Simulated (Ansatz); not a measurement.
Fields on a plane of LiCl (rock salt)

```xyz
2
Lattice="0.0000 2.5561 2.5561 2.5561 0.0000 2.5561 2.5561 2.5561 0.0000" Properties=species:S:1:pos:R:3 pbc="T T T"
Cl     0.0000     0.0000     0.0000
Li     2.5561     2.5561     2.5561
```

The slice is a {111} plane (indices of the conventional cell) through the point (0.500, 0.500, 0.500) (fractional), spanned by u = [100] and v = [-1 2 0] in vectors of this cell: u (3.61 Å) and v (6.26 Å, at 90° to u). It covers one period; positions are fractions (u, v).

Atoms on it: Li at (0.00, 0.00); Li at (0.50, 0.50).

Computed with r2SCAN (plane waves to 500 eV, PAW, scalar-relativistic; Ansatz, an electronic-structure program). k mesh 11×11×11. Near the nuclei the fields are pseudised (PAW); where an atom keeps semicore shells as valence, they peak there. LiCl was relaxed with its symmetry unable to fall.

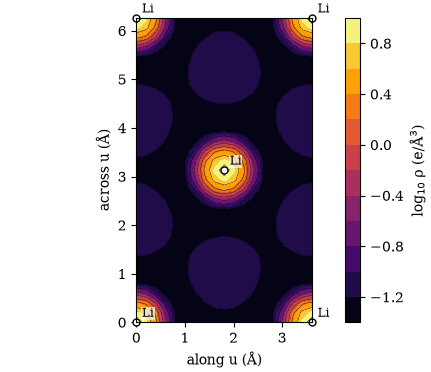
*Log₁₀ of the valence density in e/Å³, one period of the plane, atoms marked. The scale is logarithmic, as a density can span decades between atoms and voids.*

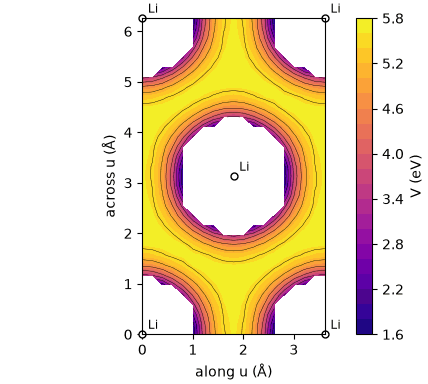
Figure: Electrostatic potential energy of an electron, from the cell's mean, in eV, one period of the plane, atoms marked. Points within 1 Å of a nucleus are left white, as the pseudised field means little there. The zero, the cell's mean, hangs on the PAW cores.
